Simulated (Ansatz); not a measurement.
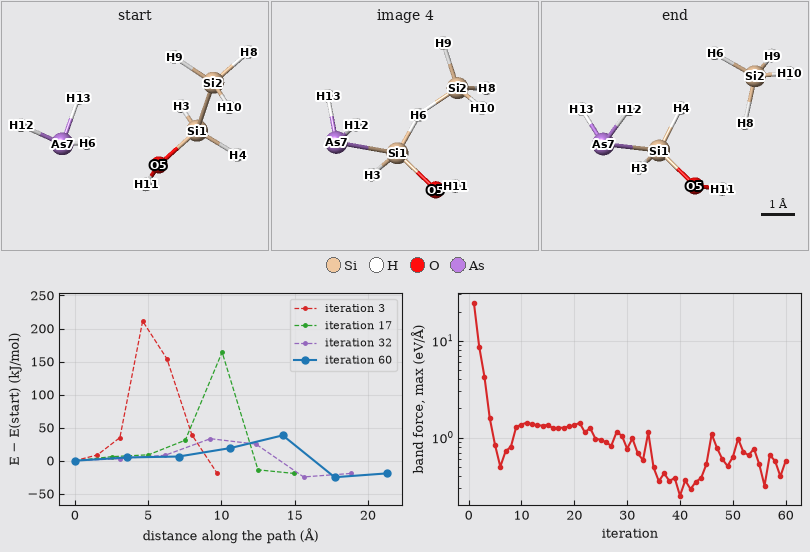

A search for the minimum-energy path of Si$_{2}$AsH$_{9}$O, made up at the start of Si$_{2}$H$_{6}$O and AsH3 by the nudged elastic band. Images are numbered from 0 (start) to 6 (end). The plot follows the band through its iterations. The picture is a ball-and-stick view, seen from a free direction.

Computed with RKS PBE/def2-SVP (Ansatz 0.2.0). Set-up: 5 movable images; climbing image; force threshold 0.05 eV/Å; iteration limit 60; starting path through a guess of the saddle point.

Question: Did the band converge, and can the barrier be trusted?

Answer: The result isn't final. The band hadn't converged when the run stopped after 60 iterations. The largest component of the band force went from 25 to 0.57 eV/Å. The barrier read from it is provisional: over the last two iterations the highest image moved from 19.7 kJ/mol to 38.4 kJ/mol. The first iteration put the highest image at 1177.8 kJ/mol. Relative to the start the highest point is image 4 at +38.4 kJ/mol and the end lies at −19.2 kJ/mol, but the profile dips to −25.0 kJ/mol at image 5 on the way, so there may be an intermediate minimum, or an end is no minimum.

Limits of the set-up: the start holds two separate molecules, 3.2 Å apart at their closest, whose relative position is a soft coordinate and is computed without a dispersion correction.
